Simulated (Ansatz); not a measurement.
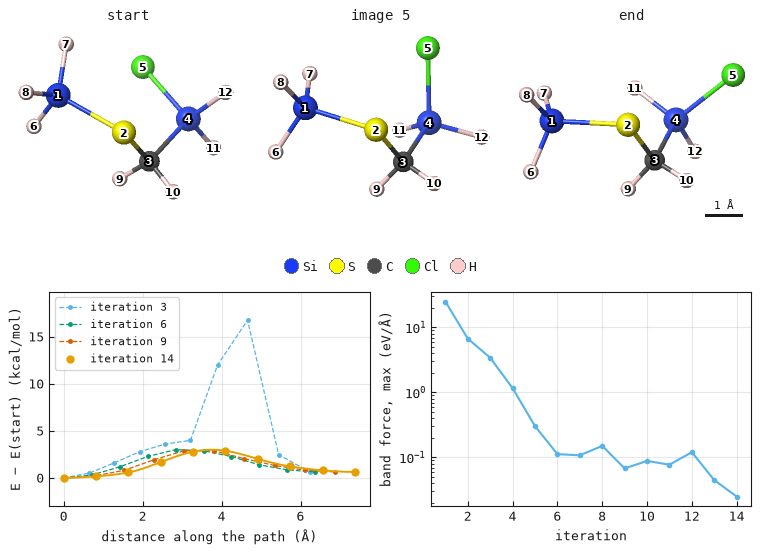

A nudged-elastic-band calculation for CH$_{7}$ClSSi$_{2}$. Images are numbered from 0 (start) to 9 (end). The plot follows the band through its iterations. The picture is a ball-and-stick view, seen at a tilt.

Computed with RKS PBE/def2-SVP in Ansatz. Run with 8 movable images; no climbing image; force threshold 0.03 eV/Å; iteration limit 60; starting path through a guess of the saddle point.

**Did the band converge, and can the barrier be trusted?**

The run is converged, with reservations. The band converged in 14 iterations. The largest component of the band force went from 25 to 0.025 eV/Å. No image climbed, so the highest image needn't lie on the saddle point, and the true maximum along this path can be higher. The first iteration put the highest image at 194.35 kcal/mol. The highest point, image 5, lies 2.89 kcal/mol above the start and 2.25 kcal/mol above the end; the end is at +0.64 kcal/mol relative to the start.

The run took 3.2 min on 2 threads of AMD EPYC 9R14 (Zen 4), on a shared host, peak memory 0.2 GiB.
